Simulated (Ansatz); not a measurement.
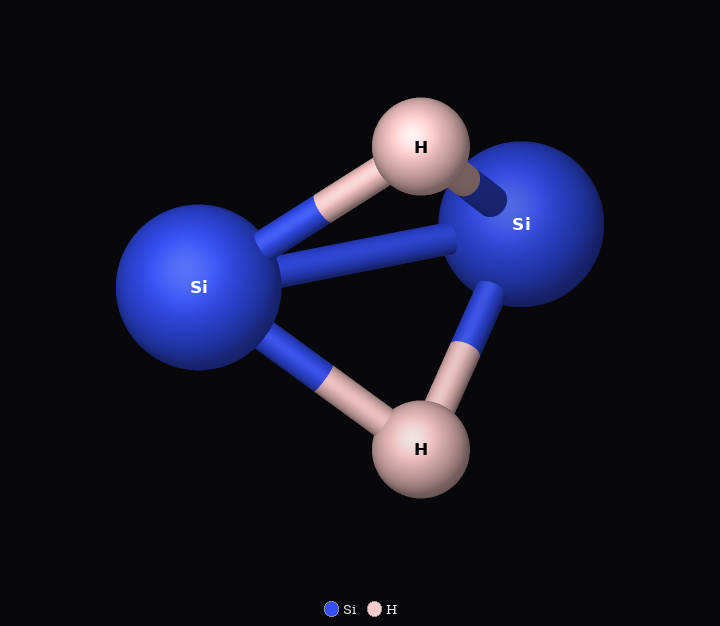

Starting geometry of the run.

Ansatz 0.2.0 input:

```yaml
crystal:
  periodic: [false, false, false]
  atoms:
    - {symbol: Si, position_ang: [0.174387, 0.235054, 1.152881]}
    - {symbol: Si, position_ang: [-0.850614, -0.355453, -0.751602]}
    - {symbol: H, position_ang: [0.599378, -0.891927, -0.046036]}
    - {symbol: H, position_ang: [0.076849, 1.012326, -0.355244]}
basis:
  gaussian: {orbitals: def2-TZVP}
hamiltonian: {xc: pbe0, dispersion: d4}
relax: {f_tol: 0.005, max_steps: 200}
```

It was started with:

```sh
ansatz run in.yaml --threads 2 --pin off --events-out ev --progress --plain --max-ram 4352MiB
```

Result:

```
Functional definition: PBE0
  name "PBE0"
  cite "Adamo & Barone, J. Chem. Phys. 110, 6158 (1999) doi:10.1063/1.478522"
  cite "Perdew, Burke & Ernzerhof, Phys. Rev. Lett. 77, 3865 (1996) doi:10.1103/PhysRevLett.77.3865"
  parent pbe
  parameter a = 0.25
  parameter kappa = 0.804
  parameter beta = 0.06672455060314922
  exchange = (1 - a)*pbe_x(kappa = kappa, mu = beta*pi^2/3) + a*exact_x
  correlation = pbe_c(beta = beta)
624 factors; their error is unknown
mean field evaluation 1: about -15777.7919 eV, gradient 1.7e1 eV
mean field evaluation 2: about -15778.1268 eV, gradient 1.5e1 eV
mean field evaluation 4: about -15778.8914 eV, gradient 5.7e-1 eV
mean field evaluation 8: about -15778.9577 eV, gradient 4.1e-3 eV
mean field -15778.95774106 eV, -579.8660016222 hartree, gradient 5.7e-5 eV, S^2 0.000000; 0 other end points of the search recorded, 0 dependent functions left out
the calculation of the forces begins
reference -15778.95776337 eV, -579.8660024422 hartree; 15, 15 occupied and 71, 71 virtual orbitals, 624 factors
relax step   1: F+E_penalty+E_count = -15779.02896359 eV  Δ(F+E_penalty+E_count) = +0.000e0 eV  max|allowed force component| = 6.375e-1 eV/Å  Δτ_max = 0.0000 Å  (24 SCF iters, accepted)
these checks for a lower state are left out or cut short: starts, cluster_reference, orbital_swaps, neighbouring_geometries, increment
624 factors; their error is unknown
mean field evaluation 16: about -15778.9730 eV, gradient 1.0e-1 eV
mean field -15778.97296955 eV, -579.8665612589 hartree, gradient 8.7e-5 eV, S^2 0.000000; 0 other end points of the search recorded, 0 dependent functions left out
the calculation of the forces begins
reference -15778.97299183 eV, -579.8665620778 hartree; 15, 15 occupied and 71, 71 virtual orbitals, 624 factors
relax step   2: F+E_penalty+E_count = -15779.04378858 eV  Δ(F+E_penalty+E_count) = -1.482e-2 eV  max|allowed force component| = 1.643e-1 eV/Å  Δτ_max = 0.0158 Å  (26 SCF iters, accepted)
these checks for a lower state are left out or cut short: starts, cluster_reference, orbital_swaps, neighbouring_geometries, increment
624 factors; their error is unknown
mean field -15778.97432983 eV, -579.8666112483 hartree, gradient 1.7e-5 eV, S^2 0.000000; 0 other end points of the search recorded, 0 dependent functions left out
the calculation of the forces begins
reference -15778.97435210 eV, -579.8666120667 hartree; 15, 15 occupied and 71, 71 virtual orbitals, 624 factors
relax step   3: F+E_penalty+E_count = -15779.04491865 eV  Δ(F+E_penalty+E_count) = -1.130e-3 eV  max|allowed force component| = 3.987e-2 eV/Å  Δτ_max = 0.0125 Å  (27 SCF iters, accepted)
these checks for a lower state are left out or cut short: starts, cluster_reference, orbital_swaps, neighbouring_geometries, increment
624 factors; their error is unknown
mean field evaluation 32: about -15778.9746 eV, gradient 8.3e-6 eV
mean field -15778.97455788 eV, -579.8666196288 hartree, gradient 8.4e-6 eV, S^2 0.000000; 0 other end points of the search recorded, 0 dependent functions left out
the calculation of the forces begins
reference -15778.97458014 eV, -579.8666204472 hartree; 15, 15 occupied and 71, 71 virtual orbitals, 624 factors
relax step   4: F+E_penalty+E_count = -15779.04517396 eV  Δ(F+E_penalty+E_count) = -2.553e-4 eV  max|allowed force component| = 1.273e-2 eV/Å  Δτ_max = 0.0067 Å  (22 SCF iters, accepted)
these checks for a lower state are left out or cut short: starts, cluster_reference, orbital_swaps, neighbouring_geometries, increment
624 factors; their error is unknown
mean field -15778.97457371 eV, -579.8666202106 hartree, gradient 6.4e-6 eV, S^2 0.000000; 0 other end points of the search recorded, 0 dependent functions left out
the calculation of the forces begins
reference -15778.97459598 eV, -579.8666210290 hartree; 15, 15 occupied and 71, 71 virtual orbitals, 624 factors
relax step   5: F+E_penalty+E_count = -15779.04518309 eV  Δ(F+E_penalty+E_count) = -9.130e-6 eV  max|allowed force component| = 1.256e-3 eV/Å  Δτ_max = 0.0007 Å  (23 SCF iters, accepted)
624 factors; their error is unknown
mean field -15778.97457371 eV, -579.8666202106 hartree, gradient 6.5e-6 eV, S^2 0.000000; 1 other end points of the search recorded, 0 dependent functions left out
the calculation of the forces begins
reference -15778.97459598 eV, -579.8666210290 hartree; 15, 15 occupied and 71, 71 virtual orbitals, 624 factors
Total energy: -15779.04520536 eV, -579.8692158761 hartree
Atom 0 at     0.168066     0.230329     1.134460 Å, force    -0.001256    -0.000372    -0.000168 eV/Å
Atom 1 at    -0.838846    -0.349758    -0.736414 Å, force    -0.000511     0.000057     0.001216 eV/Å
Atom 2 at     0.593714    -0.881695    -0.046160 Å, force     0.001027    -0.000366    -0.000439 eV/Å
Atom 3 at     0.077066     1.001124    -0.351888 Å, force     0.000740     0.000680    -0.000609 eV/Å
Dipole moment:    -0.065056    -0.011583     0.038605 e Å
```
